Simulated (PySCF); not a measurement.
## Electronic structure of C₄H₈O₂SSi (SMILES C=C(OC(C)=O)S[SiH3]) in real space

Input

```
{"job": {"kind": "nmr", "xc": "BHandHLYP", "basis": "pcSseg-1", "solvent": "dichloromethane", "pop": false}, "charge": 0, "multiplicity": 1}
C     -0.427395     1.618367    -1.385912
C     -0.791654     0.648761    -0.558469
O      0.012240     0.064574     0.393632
C      1.348073     0.438205     0.497212
C      2.239183    -0.390586    -0.374501
O      1.687930     1.280334     1.265576
S     -2.382009    -0.084914    -0.549091
Si    -2.112594    -1.278273     1.242004
H     -1.133655     2.006872    -2.092574
H      0.554850     2.056508    -1.357221
H      3.263315    -0.035672    -0.310046
H      1.886391    -0.354867    -1.403744
H      2.186148    -1.425803    -0.039689
H     -1.107655    -2.294616     0.960476
H     -1.783739    -0.386569     2.340176
H     -3.439430    -1.862321     1.372172
```

Command:

```sh
OMP_NUM_THREADS=1 python ens_run.py task.json out
```

Geometry: GFN2-xTB.

The calculation used BHandHLYP/pcSseg-1, SCF density, in a dichloromethane solvent model, non-relativistic (PySCF).

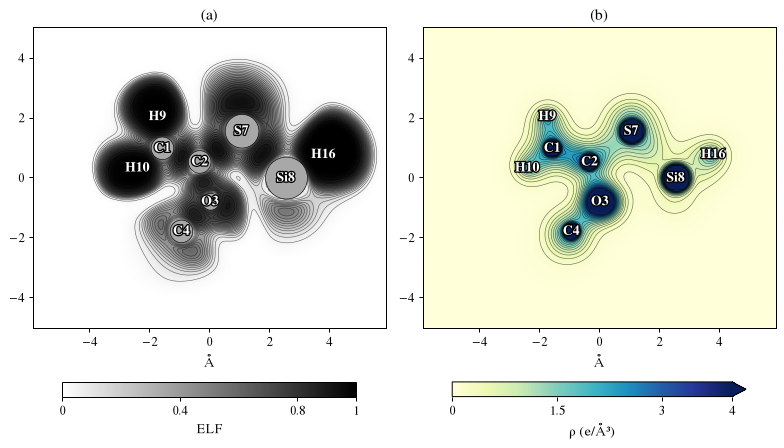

Figure 1. (a) ELF; (b) electron density on the plane of atoms C2, O3 and C4. Grey discs cover the atomic cores in the ELF map.

What do the fields say about this system?

Answer.
- Atoms in the plane: C, O, S, Si and H.
- C–C (1.33 Å): the density is about 2.4 e/Å³ at the midpoint; the ELF peaks at about 0.95 between the atoms; a short, multiple covalent bond.
- C–S (1.75 Å): ρ at the midpoint is about 1.4 e/Å³; the ELF peaks at about 0.95 between the atoms, as expected for localised, covalent bonding.
- Si–S (2.17 Å): the density is about 0.82 e/Å³ at the midpoint; the ELF peaks at about 0.95 between the atoms: a covalent bond.
- C–H (1.07 Å): ρ at the midpoint is about 2.1 e/Å³; the ELF climbs to about 1 towards the hydrogen, as it does in any bond to H: a covalent bond by its length.
- C–O (1.38 Å): ρ at the midpoint is about 2.2 e/Å³, with its minimum of 1.8 e/Å³ about 0.5 Å from C; the ELF peaks at about 0.90 between the atoms: a polar covalent bond.
- The ELF also peaks beside S7, away from the bonds: lone-pair regions.

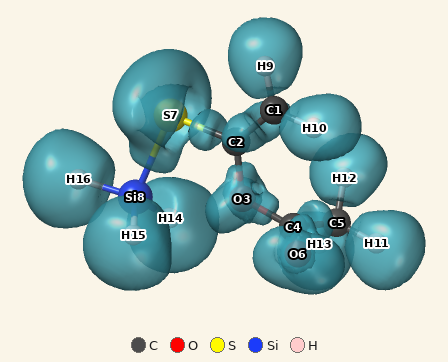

Figure 2. Isosurface of the ELF at 0.75 (cyan), seen at a tilt. Core shells and regions of very low density are left out.

Where are the electrons localised?

Answer. The surface consists of two regions between bonded C–C atoms (shared pairs), one region between bonded C–S atoms (shared pairs), eight regions around hydrogen nuclei, two regions on O in which the atom's valence shell and bonds are merged and one region on S in which the atom's valence shell and bonds are merged.


C–O (1.19 Å): the ELF peaks at about 0.85 between the atoms; a short, multiple covalent bond.

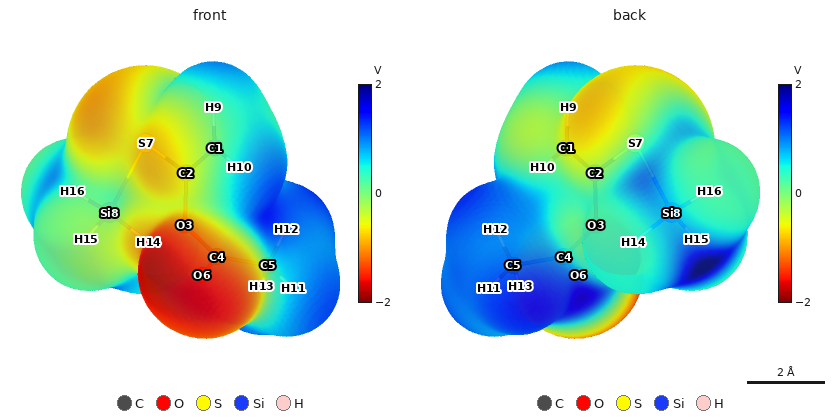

Figure 3. The electrostatic potential painted on the density surface at 0.002 e/bohr³, seen from the front and from behind; red is negative and blue positive.

Which sites attract a positive test charge, and which a negative one?

Answer. A positive charge is drawn to the negative regions and a negative charge to the positive ones. The most negative region (about −1.8 V) lies over O6, the most positive (about +1.8 V) over Si8. O6 is the likeliest acceptor of a hydrogen bond.
